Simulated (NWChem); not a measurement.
# Energy and gradient calculation of BH3Cl (charge −1)

System: BH3Cl, charge −1, SMILES [H][B-]([H])([H])Cl.
Method: B3LYP/6-31G*, RKS (NWChem 7.3.0).

The geometry comes from this level: GFN2-xTB.

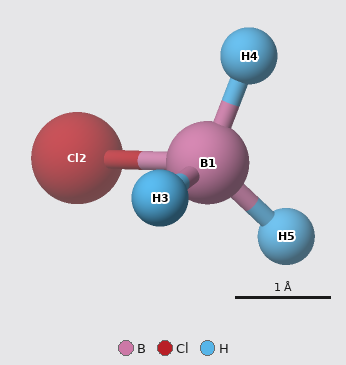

Figure 1. The input geometry (ball-and-stick view, seen at a tilt; atoms are numbered from 1 in the order of the input). Bond lengths as drawn: B–Cl 1.87 Å and B–H 1.21 Å.

Results in brief

```csv
quantity,value
outcome,converged
total energy,−486.919829 hartree
basis functions,40
largest force,1.579 eV/Å
HOMO,−1.05 eV
LUMO,8.73 eV
hardware,"1 thread of Intel Xeon (Granite Rapids), 64 GiB of memory available, shared host"
wall time,6.6 s
peak memory,0.12 GiB
```

Remarks

The record of the run, not the program, notes: grid integrates the density poorly.

Input
```python
from ase import Atoms
from ase.calculators.nwchem import NWChem

atoms = Atoms(['B', 'Cl', 'H', 'H', 'H'], positions=[
    [-0.001280, 0.001630, -0.167010],
    [0.013600, -0.021140, 1.707330],
    [1.152300, 0.011380, -0.522240],
    [-0.586640, 1.005700, -0.497000],
    [-0.577980, -0.997580, -0.521080],
])

calc = NWChem(
    label='m1',
    theory='dft',
    memory='2200 mb',
    basis='6-31G*',
    charge=-1,
    dft={'xc': 'b3lyp', 'mult': '1', 'grid': 'xfine', 'convergence': 'energy 1e-08', 'iterations': '100', 'mulliken': None},
)
atoms.calc = calc

forces = atoms.get_forces()
print(f"energy = {atoms.get_potential_energy():.6f} eV")
print("forces (eV/A):")
for s, f in zip(atoms.symbols, forces):
    print(f"{s:2s} {f[0]:10.5f} {f[1]:10.5f} {f[2]:10.5f}")
print("dipole (e A):", atoms.get_dipole_moment().round(4))
```

File m1.nwi
```
title "m1"

permanent_dir m1

scratch_dir m1

start m1

geometry units angstrom nocenter noautosym noautoz
  B  -1.2800000000000001e-03 1.6299999999999999e-03 -1.6700999999999999e-01
  Cl 1.3599999999999999e-02 -2.1139999999999999e-02 1.7073300000000000e+00
  H  1.1523000000000001e+00 1.1379999999999999e-02 -5.2224000000000004e-01
  H  -5.8664000000000005e-01 1.0057000000000000e+00 -4.9700000000000000e-01
  H  -5.7798000000000005e-01 -9.9758000000000002e-01 -5.2107999999999999e-01
end

charge -1

memory 2200 mb

basis noprint
   * library 6-31G*
end

dft
  xc b3lyp
  mult 1
  grid xfine
  convergence energy 1e-08
  iterations 100
  mulliken
end

task dft gradient
```

Launched with:
```bash
export ASE_NWCHEM_COMMAND="nwchem PREFIX.nwi > PREFIX.nwo"
python run.py
```

The program's output
```
energy = -13249.763426 eV
forces (eV/A):
B    -0.01342    0.03512   -0.78023
Cl    0.01178   -0.01933    1.57907
H     0.31830    0.00303   -0.27099
H    -0.15344    0.26092   -0.25618
H    -0.16316   -0.27974   -0.27161
dipole (e A): [-0.0043  0.0065 -0.5644]
```

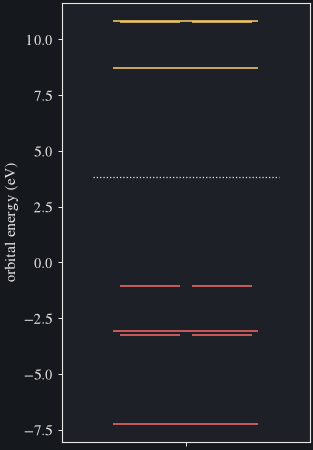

Figure 2. Orbital energies near the frontier; the dotted line parts filled from empty levels, and levels within 0.02 eV of each other stand side by side. Highest filled −1.05 eV, lowest empty 8.73 eV, 9.78 eV apart.

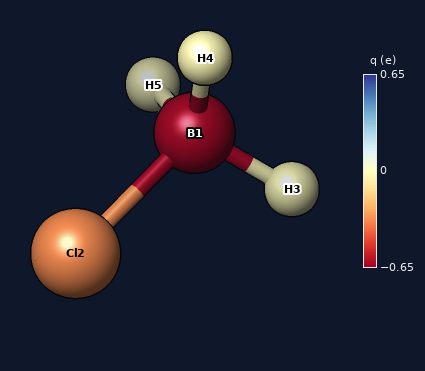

Figure 3. Löwdin charges, as the colour of each atom (ball-and-stick view, seen at an oblique angle; atoms are numbered from 1 in the order of the input). By element: B −0.62, Cl −0.32 and H −0.02 e.
